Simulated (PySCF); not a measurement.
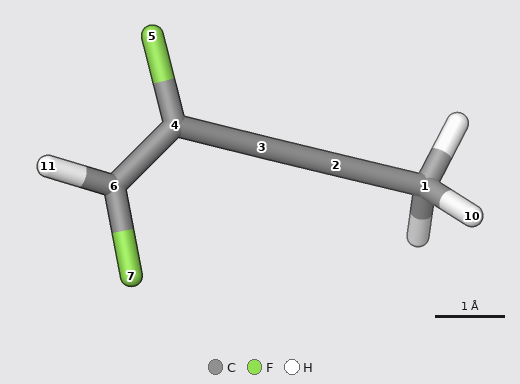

Fig. 1: The input geometry (stick view, seen at a tilt; atoms are numbered from 1 in the order of the input).

# Core-level calculation, with input and output: C₅H₄F₂

System: C₅H₄F₂.
Method: delta-SCF UKS SCAN, pcX-1 on the ionised atom, pcseg-1 elsewhere, spin-free X2C (PySCF 2.14.0).

Figures and captions count atoms from 1; the log counts them from 0 in places.

**Input**
```
{"job": {"kind": "xps", "basis": "pcX-1"}, "charge": 0, "multiplicity": 1}
C      2.464071     0.013354    -0.006238
C      1.023375     0.123612    -0.121256
C     -0.183640     0.216848    -0.219864
C     -1.590106     0.331842    -0.341168
F     -2.044731     1.221925    -1.231890
C     -2.495295    -0.370237     0.355053
F     -2.129165    -1.268957     1.253709
H      2.961521     0.635134    -0.766517
H      2.794160    -1.027450    -0.150423
H      2.810863     0.346740     0.984468
H     -3.573073    -0.246942     0.226724
```

The first line tells a small driver script what to run in PySCF; the rest is the geometry in Å.

Run on 1 CPU thread, shared host.

Launched with:
```bash
OMP_NUM_THREADS=1 python <driver script> task.json out
```

**The program's output**
```
ground state, core basis on atom 0 (C), 128 functions
  cycle   1  E = -392.47409437  |g| = 5.74e-01
  cycle   2  E = -392.38741881  |g| = 8.83e-01
  cycle   3  E = -392.52772298  |g| = 2.12e-01
  cycle   4  E = -392.53690376  |g| = 1.05e-01
  cycle   5  E = -392.53961049  |g| = 3.14e-02
  cycle   6  E = -392.53983246  |g| = 1.00e-02
  cycle   7  E = -392.53985047  |g| = 5.09e-03
  cycle   8  E = -392.53985619  |g| = 8.48e-04
  cycle   9  E = -392.53985774  |g| = 2.46e-04
  E(ground) = -392.54143207 Eh
hole in C 1s of atom 0
  cycle   1  E = -381.26010999  |g| = 1.50e+00
[... 13 cycles left out ...]
  E(ion) = -381.81370612 Eh   <S^2> = 0.7713   hole on atom = 1.000   binding energy = 291.916 eV
ground state, core basis on atom 1 (C), 128 functions
[... 6 cycles left out ...]
  E(ground) = -392.54399973 Eh
hole in C 1s of atom 1
[... 15 cycles left out ...]
  E(ion) = -381.85891154 Eh   <S^2> = 0.8766   hole on atom = 1.000   binding energy = 290.756 eV
ground state, core basis on atom 2 (C), 128 functions
[... 6 cycles left out ...]
  E(ground) = -392.54444767 Eh
hole in C 1s of atom 2
[... 15 cycles left out ...]
  E(ion) = -381.86288483 Eh   <S^2> = 0.8539   hole on atom = 1.000   binding energy = 290.660 eV
ground state, core basis on atom 3 (C), 128 functions
[... 7 cycles left out ...]
  E(ground) = -392.54299514 Eh
hole in C 1s of atom 3
[... 15 cycles left out ...]
  E(ion) = -381.75540024 Eh   <S^2> = 0.8482   hole on atom = 1.000   binding energy = 293.545 eV
ground state, core basis on atom 4 (F), 128 functions
[... 7 cycles left out ...]
  E(ground) = -392.54057186 Eh
hole in F 1s of atom 4
[... 13 cycles left out ...]
  E(ion) = -367.06483679 Eh   <S^2> = 0.7585   hole on atom = 1.000   binding energy = 693.230 eV
ground state, core basis on atom 5 (C), 128 functions
[... 7 cycles left out ...]
  E(ground) = -392.54240768 Eh
hole in C 1s of atom 5
[... 14 cycles left out ...]
  E(ion) = -381.78810389 Eh   <S^2> = 0.7915   hole on atom = 1.000   binding energy = 292.640 eV
ground state, core basis on atom 6 (F), 128 functions
[... 7 cycles left out ...]
  E(ground) = -392.54038536 Eh
hole in F 1s of atom 6
[... 2 cycles left out ...]
  cycle   3  E = -364.98686709  |g| = 1.76e+00
  cycle   4  E = -366.93667745  |g| = 4.70e-01
  cycle   5  E = -366.81732382  |g| = 6.48e-01
  cycle   6  E = -367.03556726  |g| = 1.43e-01
  cycle   7  E = -367.04557636  |g| = 2.65e-02
  cycle   8  E = -367.04584421  |g| = 1.63e-02
  cycle   9  E = -367.04597457  |g| = 4.18e-03
  cycle  10  E = -367.04598066  |g| = 2.67e-03
  cycle  11  E = -367.04598291  |g| = 8.15e-04
  cycle  12  E = -367.04598418  |g| = 4.03e-04
  E(ion) = -367.05583366 Eh   <S^2> = 0.7567   hole on atom = 1.000   binding energy = 693.470 eV
```

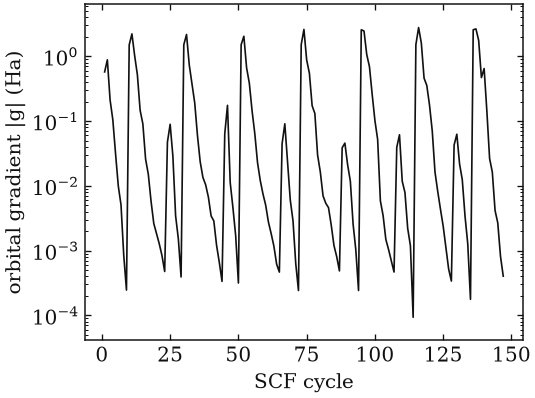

Fig. 2: Convergence of the self-consistent field: orbital gradient |g| against the SCF cycle. All cycles printed in the log are drawn one after another.

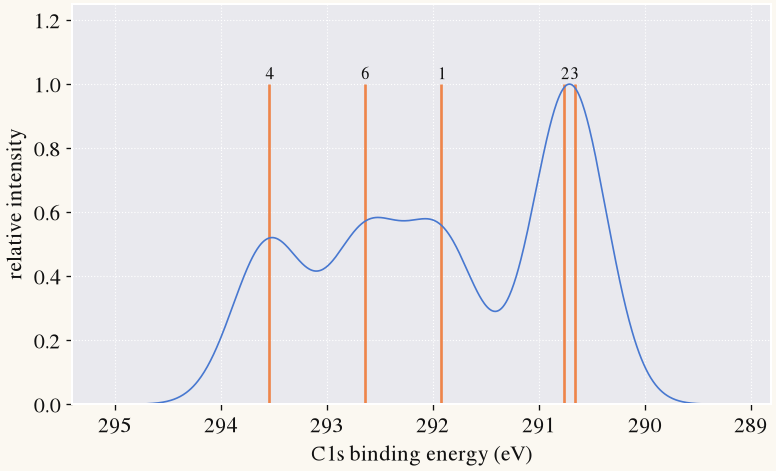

Fig. 3: C1s binding energies by ΔSCF of the atoms computed, labelled by atom number, with a Gaussian envelope of 0.8 eV full width. They run from 290.66 eV (atom 3) to 293.55 eV (atom 4).

**Results in brief**

```tsv
quantity	value
outcome	converged
wall time	38 s
peak memory	0.41 GiB
```

**Notes**

The core-hole state is spin-contaminated.
